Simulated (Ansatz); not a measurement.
# linear Y chain: period, moment and channels by functional, part 2 of 3

How many channels does the linear Y chain carry, and how sure is the answer?

Ansatz 0.2.0; DFT PBE, plane waves, PAW; relaxation of a chain's period (the session's first sound run).

So far. Step 2 (The relaxed wire, level PBE, cutoff 420 eV): The cell's length comes to 3.013 Å with no moment. That is -15 % against the start, more than a small adjustment.

## (3) The wire at its relaxed period, level PBE, k-mesh 1×1×27

This step: DFT PBE, plane waves, PAW; channels and complex bands of a perfect chain (Ansatz 0.2.0).

At the relaxed period the Bloch states of the perfect chain are found at each energy: those that move forward count the open channels, and those that decay describe how a disturbance dies away inside the wire itself. An energy step of 0.035 eV is under the 0.039 eV that the program asks for its thermal average at 300 K.

Input file input.yaml:

```yaml
crystal:
  lattice:
    - [12.0, 0.0, 0.0]
    - [0.0, 12.0, 0.0]
    - [0.0, 0.0, 3.0126025819]
  atoms:
    - { symbol: "Y", position: [0.5, 0.5, 0.0] }
kpoints:
  mp_grid: { grid: [1, 1, 27] }
  band_path: { path: ["Γ", Z], npoints: 60 }
scf:
  occupations: { method: fermi_dirac, width: 0.05 }
hamiltonian:
  xc: pbe
output:
  transmission:
    e_range: [-2, 2]
    de: 0.035
    kmesh: [1, 1]
    reduced_basis: true
    leads: [[0, 0]]
  dos: { projected: true, e_range: [-6, 4] }
  write_potential: true
  write_density: true
  volumetric_format: npy
  elf: true
```

The run is started by

```console
$ ansatz run input.yaml --threads 8 --pin off --max-ram 16384MiB --backend cpu --events-out ev --progress --plain --runs-dir out
```

Numbers of over 12 decimals in the logs are rounded to 6 here.

The program printed:

```text
[...]
Crystal: 1 atoms, lattice volume = 433.815 Å³
Basis set: ecut = 420 eV, 8419 PW (Γ)
Bands: 10, of which v1, the nominal top of the filled ones, is band 6 counted from 1 (5 counted from 0)
Symmetry: 16 space group operations
[...]
k-points: 14 of 27
[...]
SCF iter   1: F=—  HF=-3845.752002 eV  |F-HF|=—  |Δ(HF+E_count)|=         —  Δρ=3.21e-3  dr2=1.22e-1  ethr=1.77e-3  ⟨swp⟩=5.4  Hψ=903  notcnv=0
[...]
SCF iter   7: F=-3845.716932 eV  HF=-3845.716931 eV  |F-HF|=2.55e-7  |Δ(HF+E_count)|=   6.63e-7  Δρ=2.00e-6  dr2=9.03e-9  ethr=9.09e-10  ⟨swp⟩=4.1  Hψ=556  notcnv=0
SCF 1 converged in 7 iterations: F = -3845.716932 eV  dr2 = 9.03e-9
[...]
NSCF: frozen V_eff on 61 k-points
transmission: 4 of 24 steps passed
transmission: 8 of 24 steps passed
[...]
transmission: 24 of 24 steps passed
WARN: The output density's exchange-correlation potential varies sharply where the density is thin. Do not read a vacuum level from v_tot or v_xc, or from such a field of the output density. On a cell that repeats whose density bears no net charge and no dipole along the vacuum's axis use v_es (v_loc + v_h of the components); under efield.dipole_correction with no amplitude use v_es + v_field, which holds any externa [...]
SCF converged after 7 iterations
Free energy (F): -3845.716932 eV
[...]
Internal energy: -3845.693283 eV  (E = F + TS)
E sigma→0 (E₀):  -3845.705107 eV
Entropy (-TS):   -0.023649 eV (-23.649 meV/atom)
Fermi energy:    -1.809714 eV
[...]
--- Band table (eV; the first three rows and the last of 14) ---
[...]
--- Transmission ---
  basis      : 1265 plane waves across, 4 finite elements along
  points     : 1, standing for a mesh of 1 x 1
  filling    : by the input's occupations and mesh, since the crystals that have channels conduct as metals do. If one of these is a semiconductor, that mesh has misplaced its level
  energies   : 115 from -2.000000 to 1.990000 eV about the Fermi level, 0.035000 eV apart; the leads are filled to 0.000000 eV, and channels, transmission and decay are at -0.005000 eV
  crystal 0  : Y1, at the sites [0, 0], period 3.0126 Å: whole cells are its period
    offset         : up to 0.0000 Å between an atom of the period and one for which it stands
    filled         : 9.4 meV over the level at which it is neutral
    channels       : 4.000000e0 a spin
    conductance    : 2.1502e14 S/m² at 300 K; may be off by some 0.0 % by where its bands' edges are placed, 0.0 % from the distance to neutral
```

It took 33 s on 8 threads of Arm Neoverse V1, shared host; peak memory 1.1 GiB.

This step gave:

```
energy at zero smearing                                  : -3845.7051 eV
channels at the energy nearest the Fermi level, one spin : 4
conductance of the lead as this run defines it           : 3.996 G₀
band gap                                                 : 0 eV
```

The open channels of the lead, one spin by energy, zero at the Fermi level:

| energy (eV) | open channels of the lead, one spin |
| --- | --- |
| -2.000 | 1 |
| -1.510 | 1 |
| -0.985 | 1 |
| -0.495 | 3 |
| -0.005 | 4 |
| 0.485 | 4 |
| 1.010 | 4 |
| 1.500 | 4 |

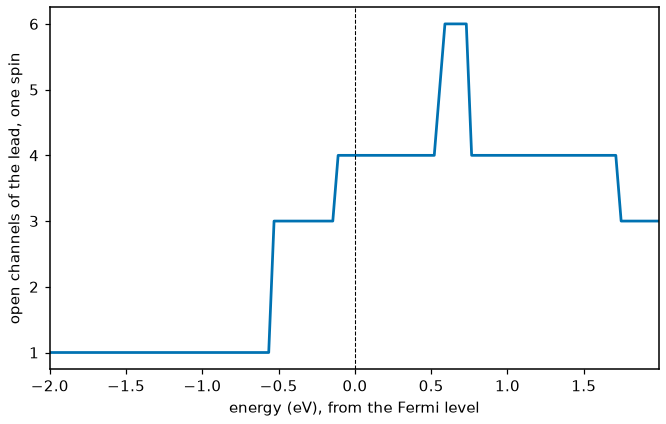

Open channels of the lead, one spin, plotted against energy.

The slowest values at each energy, most degenerate partners merged, listed up to 1.5 1/Å. Im kz of the slowest decaying states against energy, zero at the Fermi level:

| energy (eV) | decay 1 (Å⁻¹) | decay 2 (Å⁻¹) | decay 3 (Å⁻¹) | decay 4 (Å⁻¹) |
| --- | --- | --- | --- | --- |
| -2.000 | 0.550 | 0.604 | 0.914 | 0.918 |
| -1.510 | 0.457 | 0.506 | 0.829 | 0.833 |
| -0.985 | 0.318 | 0.386 | 0.724 | 0.728 |
| -0.495 | 0.244 | 0.605 | 0.609 | 0.713 |
| -0.005 | 0.448 | 0.453 | 0.597 | 0.804 |
| 0.485 | 0.157 | 0.167 | 0.423 | 0.719 |
| 1.010 | 0.266 | 0.614 | 0.748 | 0.848 |
| 1.500 | 0.308 | 0.496 | 0.651 | 0.768 |

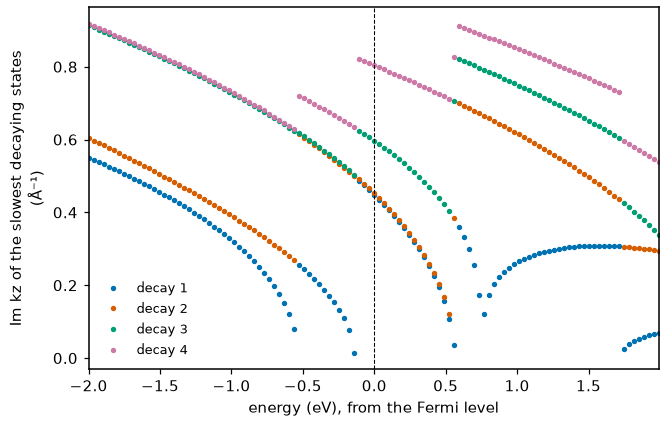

Im kz of the slowest decaying states, plotted against energy.

The electronic bands at the labelled points (eV, zero at the Fermi level):

| point | band 5 | band 6 | band 7 | band 8 | band 9 | band 10 |
| --- | --- | --- | --- | --- | --- | --- |
| Γ | -2.39 | -0.14 | 0.55 | 0.56 | 0.75 | 0.75 |
| Z | -0.54 | -0.54 | 1.72 | 2.09 | 2.09 | 2.47 |

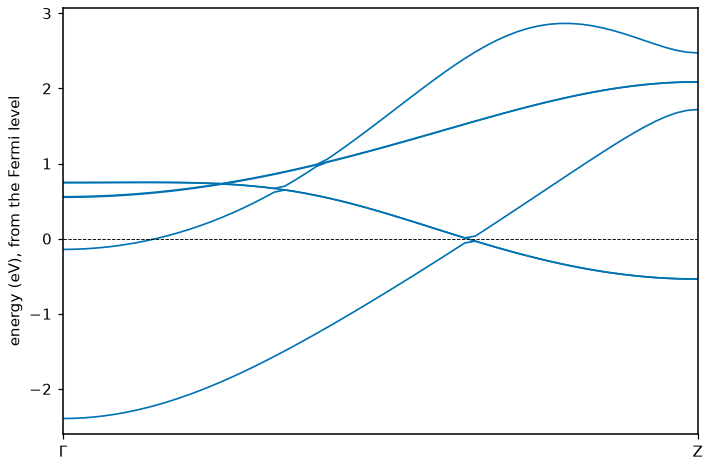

Electronic bands along the path.

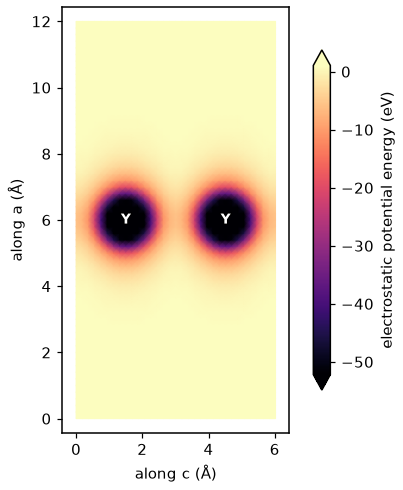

Electrostatic potential energy in the ca plane at fractional y = 0.500, with atoms of Y within 0.2 Å of it. With pseudopotentials it is smooth inside the atoms' cores, unlike the true potential. The map starts off the cell's origin, so that atoms lie inside it.

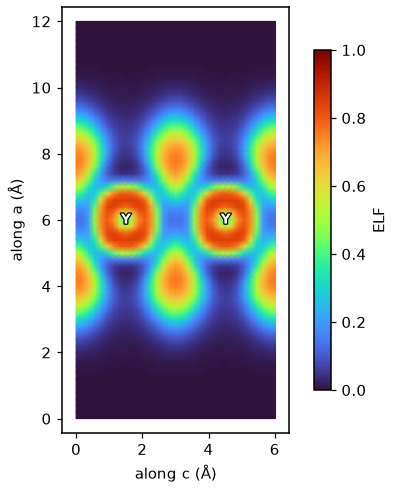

ELF in the ca plane at fractional y = 0.500, with atoms of Y within 0.2 Å of it. It is the smooth field of the valence electrons, not physical close to the nuclei. The map starts off the cell's origin, so that atoms lie inside it.

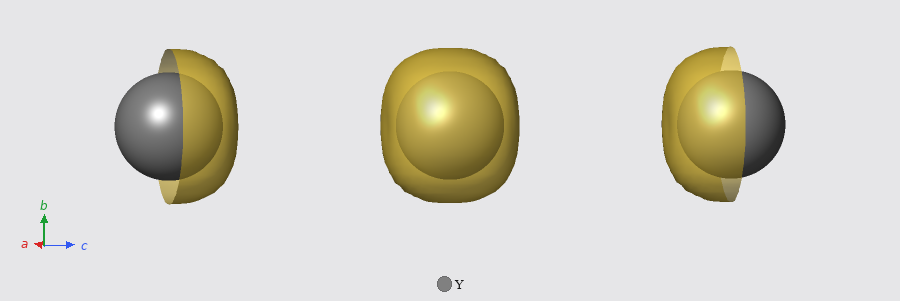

Surface of ELF = 0.78. 1×1×2 cells are drawn.

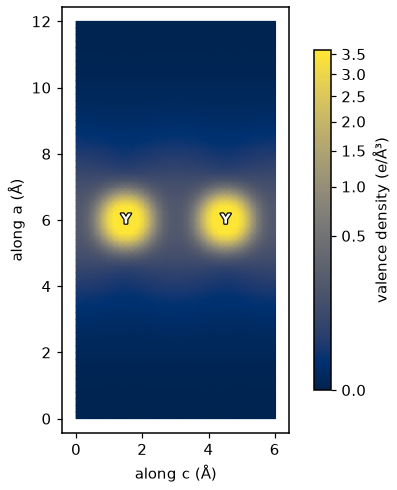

Valence density in the ca plane at fractional y = 0.500, with atoms of Y within 0.2 Å of it. It is the smooth field of the valence electrons, not physical close to the nuclei. The map starts off the cell's origin, so that atoms lie inside it. The colour scale is stretched toward low values.

By hand: the program gives 2.1502 × 10^14 S/m² over the cell's cross-section of 144.00 Å² = 1.440 × 10^-18 m², so one cell conducts 3.096 × 10^-4 S. Divided by G0 = 2e²/h = 7.748 × 10^-5 S this is 4.00 G0, a resistance of 3.23 kΩ.

At the computed energy nearest the Fermi level there are 4 channels a spin, and the thermal average gives 4.00 G₀.

## (4) The relaxed wire

This step: DFT PBEsol, plane waves, PAW; relaxation of a chain's period (Ansatz 0.2.0).

The relaxation is repeated under another functional. PBEsol weakens PBE's gradient terms and usually lands between LDA and PBE.

Input file input.yaml:

```yaml
crystal:
  lattice:
    - [12.0, 0.0, 0.0]
    - [0.0, 12.0, 0.0]
    - [0.0, 0.0, 3.534]
  atoms:
    - { symbol: "Y", position: [0.5, 0.5, 0.0], spin: 1.0 }
magnetization:
  spin_polarized: true
kpoints:
  mp_grid: { grid: [1, 1, 23] }
scf:
  occupations: { method: fermi_dirac, width: 0.05 }
hamiltonian:
  xc: pbesol
relax:
  cell: { fix: [a, b, alpha, beta, gamma] }
  max_steps: 60
```

The program printed:

```text
[...]
Crystal: 1 atoms, lattice volume = 508.896 Å³
Basis set: ecut = 420 eV, 9891 PW (Γ), exchange–correlation on 162×162×48 points (8 copies of the dense FFT grid, shifted against one another)
Bands: 10, of which v1, the nominal top of the filled ones, is band 6 counted from 1 (5 counted from 0)
Symmetry: 16 space group operations
[...]
-0.004303       0.000000       0.000000
        0.000000      -0.004303       0.000000
        0.000000       0.000000      -0.004640
  P = ⅓ Tr σ = -0.0044 GPa (-0.044 kbar)
--- Relaxed structure (6 steps of the walk, 6 accepted, 1 SCFs on fresh bases) ---
[...]
cell:  # Å, volume = 420.9140 Å³
    - [12.0, 0.0, 0.0]
    - [0.0, 12.0, 0.0]
    - [0.0, 0.0, 2.923014]
  atoms:
    - { symbol: Y, position: [0.5, 0.5, 0.0] }
[key lines of the parts left out:]
SCF converged after 5 iterations
Magnetization: 0.0000 μB (5.5000 up, 5.5000 down)
Free energy (F): -3791.910726 eV
Fermi energy:    -1.906357 eV
```

Wall time 15 s (8 threads); peak memory 0.88 GiB; 1.8 min of CPU time.

The steps of the relaxation:

| step | energy less that of the first step (eV) | largest force component (eV/Å) | pressure (GPa) | volume (Å³) |
| --- | --- | --- | --- | --- |
| 1 | 0.0000 | 0.0000 | -0.25 | 508.90 |
| 2 | -0.0504 | 0.0000 | -0.23 | 497.68 |
| 3 | -0.1321 | 0.0000 | -0.11 | 472.87 |
| 4 | -0.1769 | 0.0000 | -0.13 | 449.67 |
| 5 | -0.2179 | 0.0000 | -0.02 | 424.86 |
| 6 | -0.2186 | 0.0000 | 0.00 | 420.91 |
| 7* | -0.2186 | 0.0000 | 0.00 | 420.91 |

Relaxation steps marked * repeat the geometry before them on a plane-wave basis chosen anew for their cell, so energy and pressure can jump there.

| cell as run | before | after | change |
| --- | --- | --- | --- |
| c (Å) | 3.534 | 2.923 | -17.3 % |

Final coordinates:

```xyz
1
Lattice="12.0000 0.0000 0.0000 0.0000 12.0000 0.0000 0.0000 0.0000 2.9230" Properties=species:S:1:pos:R:3
Y     6.0000    6.0000    0.0000
```

The cell's length comes to 2.923 Å, -3.0 % against the first run, with no moment. That is -17 % against the start, more than a small adjustment.

The cell shrank by 17.3 % in its periodic edges.

## (5) Bands of the perfect wire, level PBEsol, k-mesh 1×1×28

This step: DFT PBEsol, plane waves, PAW; channels and complex bands of a perfect chain (Ansatz 0.2.0).

The channels are counted again under PBEsol, at the period that it gave.

Input file input.yaml:

```yaml
crystal:
  lattice:
    - [12.0, 0.0, 0.0]
    - [0.0, 12.0, 0.0]
    - [0.0, 0.0, 2.9230139851]
  atoms:
    - { symbol: "Y", position: [0.5, 0.5, 0.0] }
kpoints:
  mp_grid: { grid: [1, 1, 28] }
  band_path: { path: ["Γ", Z], npoints: 60 }
scf:
  occupations: { method: fermi_dirac, width: 0.05 }
hamiltonian:
  xc: pbesol
output:
  transmission:
    e_range: [-2, 2]
    de: 0.035
    kmesh: [1, 1]
    reduced_basis: true
    leads: [[0, 0]]
  dos: { projected: true, e_range: [-6, 4] }
```

The program printed:

```text
[...]
Crystal: 1 atoms, lattice volume = 420.914 Å³
Basis set: ecut = 420 eV, 8193 PW (Γ)
Bands: 10, of which v1, the nominal top of the filled ones, is band 6 counted from 1 (5 counted from 0)
Symmetry: 16 space group operations
[...]
k-points: 15 of 28
[...]
Fermi energy:    -1.874356 eV
[...]
--- Band table (eV; the first three rows and the last of 15) ---
[...]
--- Transmission ---
  basis      : 1265 plane waves across, 4 finite elements along
  points     : 1, standing for a mesh of 1 x 1
[...]
crystal 0  : Y1, at the sites [0, 0], period 2.9230 Å: whole cells are its period
[...]
filled         : 8.3 meV over the level at which it is neutral
    channels       : 4.000000e0 a spin
[...]
[key lines of the parts left out:]
SCF converged after 7 iterations
Free energy (F): -3791.913162 eV
```

The job ended after 32 s (8 threads; peak memory 1.1 GiB).

At the computed energy nearest the Fermi level there are 4 channels a spin, and the thermal average gives 4.00 G₀.

## (6) Relaxation of atoms and period

This step: DFT LDA, plane waves, PAW; relaxation of a chain's period (Ansatz 0.2.0).

The relaxation is repeated under another functional. LDA has no gradient terms and tends to overbind, so it marks the short end of the likely bond lengths.

Input file input.yaml:

```yaml
crystal:
  lattice:
    - [12.0, 0.0, 0.0]
    - [0.0, 12.0, 0.0]
    - [0.0, 0.0, 3.534]
  atoms:
    - { symbol: "Y", position: [0.5, 0.5, 0.0], spin: 1.0 }
magnetization:
  spin_polarized: true
kpoints:
  mp_grid: { grid: [1, 1, 23] }
scf:
  occupations: { method: fermi_dirac, width: 0.05 }
hamiltonian:
  xc: lda
relax:
  cell: { fix: [a, b, alpha, beta, gamma] }
  max_steps: 60
```

The program printed:

```text
[...]
Crystal: 1 atoms, lattice volume = 508.896 Å³
Basis set: ecut = 420 eV, 9891 PW (Γ)
Bands: 10, of which v1, the nominal top of the filled ones, is band 6 counted from 1 (5 counted from 0)
Symmetry: 16 space group operations
[...]
k-points: 12 of 23
[...]
Starting moments: Σ|m| = 1 μB on 1 of 1 site
[...]
-0.004303       0.000000       0.000000
        0.000000      -0.004303       0.000000
        0.000000       0.000000       0.025624
  P = ⅓ Tr σ = 0.0057 GPa (0.057 kbar)
--- Relaxed structure (7 steps of the walk, 7 accepted, 1 SCFs on fresh bases) ---
[...]
cell:  # Å, volume = 404.7319 Å³
    - [12.0, 0.0, 0.0]
    - [0.0, 12.0, 0.0]
    - [0.0, 0.0, 2.810638]
  atoms:
    - { symbol: Y, position: [0.5, 0.5, 0.0] }
[key lines of the parts left out:]
SCF converged after 6 iterations
Magnetization: 0.0000 μB (5.5000 up, 5.5000 down)
Free energy (F): -3742.339871 eV
Fermi energy:    -2.002091 eV
```

The job ended after 27 s (8 threads; peak memory 0.94 GiB; 3.3 min of CPU time).

Relaxation path:

| step | energy less that of the first step (eV) | largest force component (eV/Å) | pressure (GPa) | volume (Å³) |
| --- | --- | --- | --- | --- |
| 1 | 0.0000 | 0.0000 | -0.26 | 508.90 |
| 2 | -0.0541 | 0.0000 | -0.24 | 497.27 |
| 3 | -0.1550 | 0.0000 | -0.26 | 472.46 |
| 4 | -0.2611 | 0.0000 | -0.21 | 447.65 |
| 5 | -0.3294 | 0.0000 | -0.08 | 422.84 |
| 6 | -0.3421 | 0.0000 | -0.02 | 408.95 |
| 7 | -0.3425 | 0.0000 | 0.01 | 404.73 |
| 8* | -0.3424 | 0.0000 | 0.01 | 404.73 |

Relaxation steps marked * repeat the geometry before them on a plane-wave basis chosen anew for their cell, so energy and pressure can jump there.

| cell as run | before | after | change |
| --- | --- | --- | --- |
| c (Å) | 3.534 | 2.811 | -20.5 % |

Final coordinates:

```
Y
1.0
    12.00000    0.00000    0.00000
     0.00000   12.00000    0.00000
     0.00000    0.00000    2.81064
Y
1
Direct
  0.50000 0.50000 0.00000
```

The cell's length comes to 2.811 Å, -6.7 % against the first run, with no moment. That is -20 % against the start, more than a small adjustment.

The cell shrank by 20.5 % in its periodic edges.

## (7) The wire at its relaxed period, level LDA, k-mesh 1×1×29

This step: DFT LDA, plane waves, PAW; channels and complex bands of a perfect chain (Ansatz 0.2.0).

The channels are counted again under LDA, at the period that it gave.

Input file input.yaml:

```yaml
crystal:
  lattice:
    - [12.0, 0.0, 0.0]
    - [0.0, 12.0, 0.0]
    - [0.0, 0.0, 2.8106384074]
  atoms:
    - { symbol: "Y", position: [0.5, 0.5, 0.0] }
kpoints:
  mp_grid: { grid: [1, 1, 29] }
  band_path: { path: ["Γ", Z], npoints: 60 }
scf:
  occupations: { method: fermi_dirac, width: 0.05 }
hamiltonian:
  xc: lda
output:
  transmission:
    e_range: [-2, 2]
    de: 0.035
    kmesh: [1, 1]
    reduced_basis: true
    leads: [[0, 0]]
  dos: { projected: true, e_range: [-6, 4] }
```

The program printed:

```text
[...]
Crystal: 1 atoms, lattice volume = 404.732 Å³
Basis set: ecut = 420 eV, 7945 PW (Γ)
Bands: 10, of which v1, the nominal top of the filled ones, is band 6 counted from 1 (5 counted from 0)
Symmetry: 16 space group operations
[...]
k-points: 15 of 29
[...]
Fermi energy:    -2.022344 eV
[...]
--- Band table (eV; the first three rows and the last of 15) ---
[...]
--- Transmission ---
  basis      : 1265 plane waves across, 4 finite elements along
  points     : 1, standing for a mesh of 1 x 1
[...]
crystal 0  : Y1, at the sites [0, 0], period 2.8106 Å: whole cells are its period
[...]
filled         : 13.8 meV over the level at which it is neutral
    channels       : 4.000000e0 a spin
[...]
[key lines of the parts left out:]
SCF converged after 7 iterations
Free energy (F): -3742.340155 eV
```

Elapsed: 27 s, on 8 threads; peak memory 1 GiB; 2.7 min of CPU time.

Open channels of the lead, one spin against energy, zero at the Fermi level:

| energy (eV) | open channels of the lead, one spin |
| --- | --- |
| -2.0000 | 1 |
| -1.7550 | 1 |
| -1.5100 | 1 |
| -1.2650 | 1 |
| -0.9850 | 1 |
| -0.7400 | 1 |
| -0.4950 | 3 |
| -0.2500 | 4 |
| -0.0050 | 4 |
| 0.2400 | 4 |
| 0.4850 | 4 |
| 0.7650 | 6 |
| 1.0100 | 4 |
| 1.2550 | 4 |
| 1.5000 | 4 |
| 1.7450 | 4 |

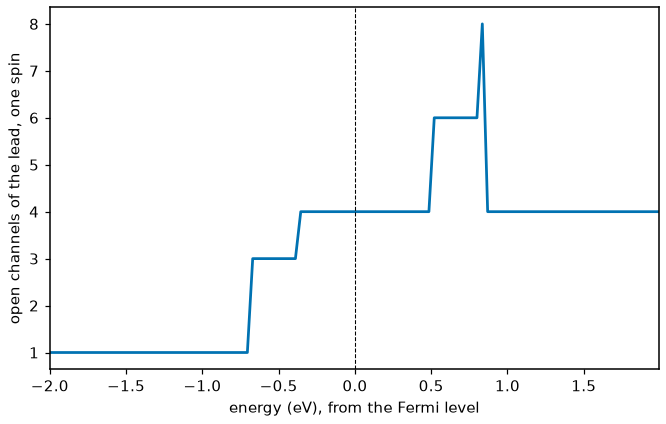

Open channels of the lead, one spin against energy.

At the computed energy nearest the Fermi level there are 4 channels a spin, and the thermal average gives 4.00 G₀.

## (8) Comparing the runs

Times are for 8 threads of Arm Neoverse V1, shared host. Results by setting:

| no. | level | conductance of the lead as this run defines it (G₀) | time | memory (GiB) |
| --- | --- | --- | --- | --- |
| 1 | PBE | 3.996 | 33 s | 1.1 |
| 2 | PBEsol | 4.000 | 32 s | 1.1 |
| 3 | LDA | 4.000 | 27 s | 1.0 |

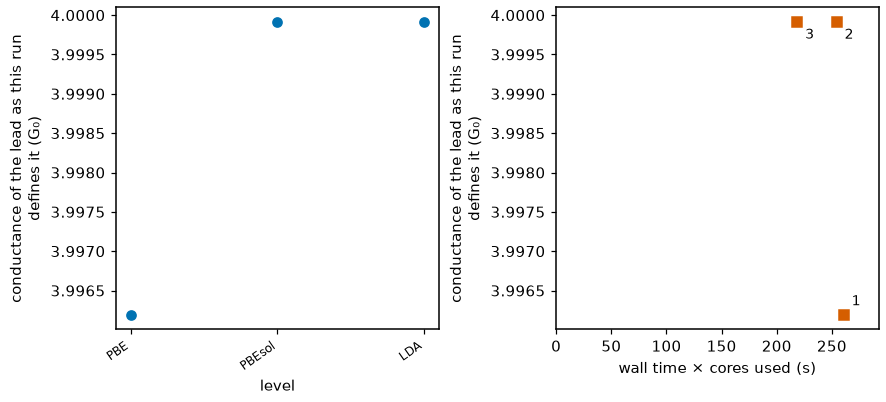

The series as plots; the last panel sets the first result against cost, with the runs numbered as in the table.

The runs together. The open channels of the lead by energy, zero at the Fermi level:

| energy (eV) | PBE | PBEsol | LDA |
| --- | --- | --- | --- |
| -2.0000 | 1 | 1 | 1 |
| -1.7550 | 1 | 1 | 1 |
| -1.5100 | 1 | 1 | 1 |
| -1.2650 | 1 | 1 | 1 |
| -0.9850 | 1 | 1 | 1 |
| -0.7400 | 1 | 1 | 1 |
| -0.4950 | 3 | 3 | 3 |
| -0.2500 | 3 | 3 | 4 |
| -0.0050 | 4 | 4 | 4 |
| 0.2400 | 4 | 4 | 4 |
| 0.4850 | 4 | 4 | 4 |
| 0.7650 | 4 | 6 | 6 |
| 1.0100 | 4 | 4 | 4 |
| 1.2550 | 4 | 4 | 4 |
| 1.5000 | 4 | 4 | 4 |
| 1.7450 | 3 | 4 | 4 |

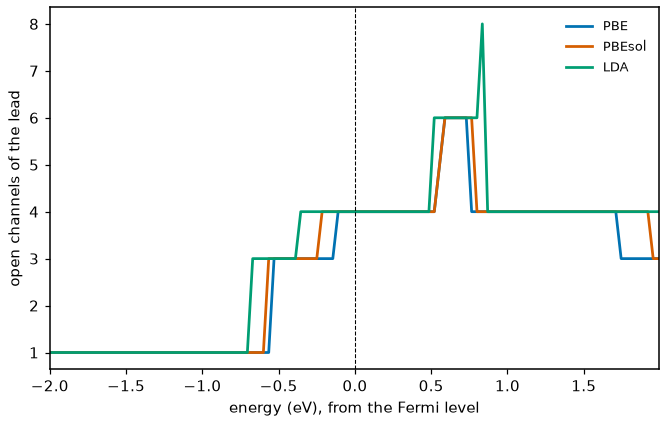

Open channels of the lead, plotted against energy.

[end of part 2 of 3]

[Logs are printed without paths, hosts, clocks, repeated set-up lines and the standing remarks that a program may print on its own settings, such as how far it seeks lower states.]

[Hosts, paths, dates, database ids (printed as entryN), source tags and the programs' standing remarks are cut or masked in the printed files.]
